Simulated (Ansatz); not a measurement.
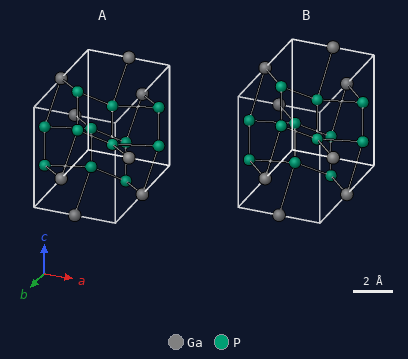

Two geometries of a crystal of GaP4 (a generated structure, set up in Cmmm) (coarse preliminary run), drawn at one scale. One is the start of a relaxation, the other its converged end. The picture is a ball-and-stick view of the conventional cell (2 times the calculation's cell), seen from a free direction. Lengths and directions refer to the drawn axes.

Computed with DFT PBE, scalar-relativistic, plane waves, PAW in Ansatz 0.2.0. Settings: plane-wave cutoff 420 eV; k-point mesh 4 × 4 × 4; occupations gaussian; smearing width 0.1 eV; no spin polarisation; cell and atoms relaxed; force threshold 0.04 eV/Å; at most 70 steps.

Which of the two is the end point?

Structure A is the relaxed one. Over 3 accepted moves (4 points after the start) the energy falls by 0.223 eV per cell of the calculation. Largest force component: 0.45 eV/Å at the start, 0.028 eV/Å at the end. The pressure goes from −2.89 to 0.07 GPa. At 1 point the geometry stayed and the basis and grid were re-selected for the new cell (energy shift of 1.0 meV per cell of the calculation at most each time). The largest moves relative to the cell, 0.11 Å, are those of P atoms. Ga stays in place. The volume changes by −9.8 %, with a 4.596 → 4.568 Å (−0.6 %), b 7.111 → 7.126 Å (+0.2 %), c 6.421 → 5.816 Å (−9.4 %). Near-neighbour distances that change, for instance: Ga–P 2.950 → 2.816 Å, P–P 2.278 → 2.234 Å, P–P 2.387 → 2.414 Å. Among the angles between lasting bonds that change: P–P–P 148.6° → 142.2°. The space group stays Cmmm (No. 65).

Limits of the set-up: the k-point mesh is coarse for a cell with partly filled bands.
